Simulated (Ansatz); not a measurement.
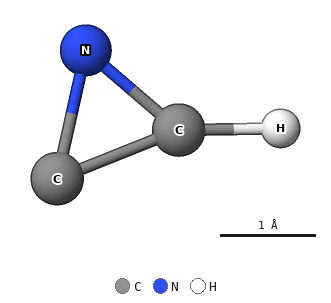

**Figure 1.** The input geometry (ball-and-stick view, seen on its broad side).

**Single-point calculation of C₂HN**

C₂HN, computed with RKS PBE-D4/def2-TZVPP (Ansatz 0.2.0).

The geometry comes from this level: PBE0-D4/def2-TZVP.

**The program's output**
```
Functional definition: PBE
  name "PBE"
  cite "Perdew, Burke & Ernzerhof, Phys. Rev. Lett. 77, 3865 (1996) doi:10.1103/PhysRevLett.77.3865"
  parent pbe
  parameter kappa = 0.804
  parameter beta = 0.06672455060314922
  exchange = pbe_x(kappa = kappa, mu = beta*pi^2/3)
  correlation = pbe_c(beta = beta)
574 factors; their error is unknown
mean field evaluation 1: about -3568.7786 eV, gradient 4.1e1 eV
mean field evaluation 2: about -3566.0043 eV, gradient 5.3e1 eV
mean field evaluation 4: about -3572.5749 eV, gradient 3.4e0 eV
mean field evaluation 8: about -3572.5789 eV, gradient 5.4e-1 eV
mean field -3572.57933109 eV, -131.2898688365 hartree, gradient 5.5e-5 eV, S^2 0.000000; 0 other end points of the search recorded, 0 dependent functions left out
reference -3572.57935776 eV, -131.2898698164 hartree; 10, 10 occupied and 97, 97 virtual orbitals, 574 factors
Total energy: -3572.62590230 eV, -131.2915802966 hartree
```

This output came from the following input.

**Input**
```yaml
crystal:
  periodic: [false, false, false]
  atoms:
    - {symbol: C, position_ang: [0.954438, 0.667974, 0.030795]}
    - {symbol: C, position_ang: [-0.295748, 0.059738, -0.068603]}
    - {symbol: N, position_ang: [0.698512, -0.681396, 0.281653]}
    - {symbol: H, position_ang: [-1.357201, -0.046317, -0.243846]}
basis:
  gaussian: {orbitals: def2-TZVPP}
hamiltonian: {xc: pbe, dispersion: d4}
```

Launched with:
```bash
ansatz run in.yaml --threads 2 --pin off --events-out ev --progress --plain --max-ram 4352MiB
```

**Key numbers**

| quantity | value |
| --- | --- |
| outcome | converged |
| total energy | −3572.6259 eV |
| mean-field energy | −3572.5794 eV |
| dispersion energy | −0.0465 eV |
| SCF solution under orbital rotations | stable |
| hardware | 2 threads of AMD EPYC, 23 GiB of memory available, shared host |
| peak memory | 0.11 GiB |
